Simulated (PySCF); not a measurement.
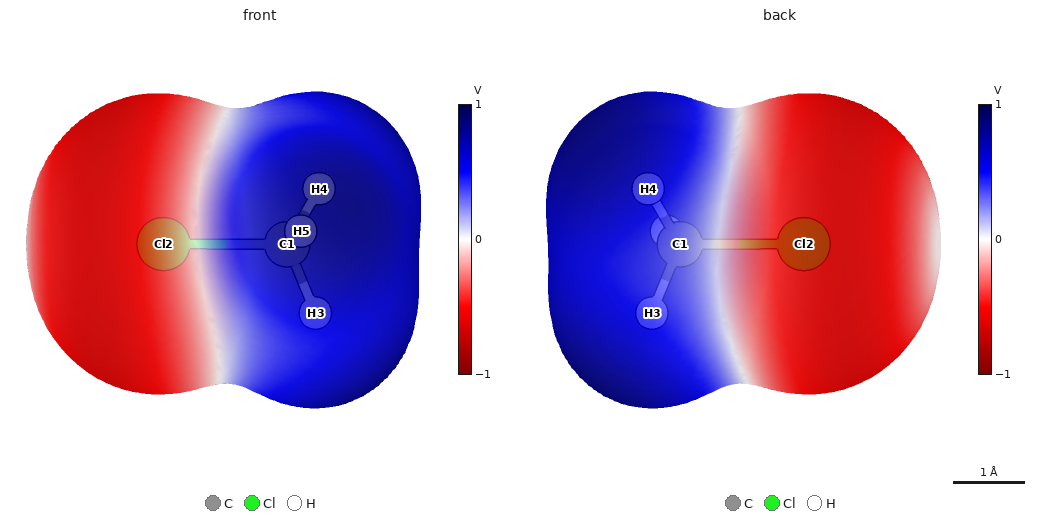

Figure. CH3Cl (SMILES CCl). The molecular electrostatic potential painted on the density surface at 0.001 e/bohr³, seen from the front and from behind; the colour scale runs from red (negative) to blue (positive).

Geometry: PBE0-D3(BJ)/ma-def2-SVP.

Level of theory: PySCF, DFT single point, gas phase, functional wB97X.

The calculation's input:

```
{"job": {"kind": "sp", "xc": "wB97X", "basis": "ma-def2-TZVP", "d3": "d3bj", "grid": 2}, "charge": 0, "multiplicity": 1}
C     -0.139747    -0.007506    -0.010535
Cl     1.636492     0.105155     0.035002
H     -0.430808    -0.657643    -0.843987
H     -0.490660    -0.429423     0.938617
H     -0.553054     0.997929    -0.153104
```

Command:

```sh
OMP_NUM_THREADS=1 python redox_run.py task.json out
```

**Describe the electrostatic potential map.**

The most negative region (about −0.7 V, or −16 kcal/mol for a unit charge) lies over Cl2, the most positive (about +0.9 V, or +21 kcal/mol for a unit charge) over H3, H4 and H5.
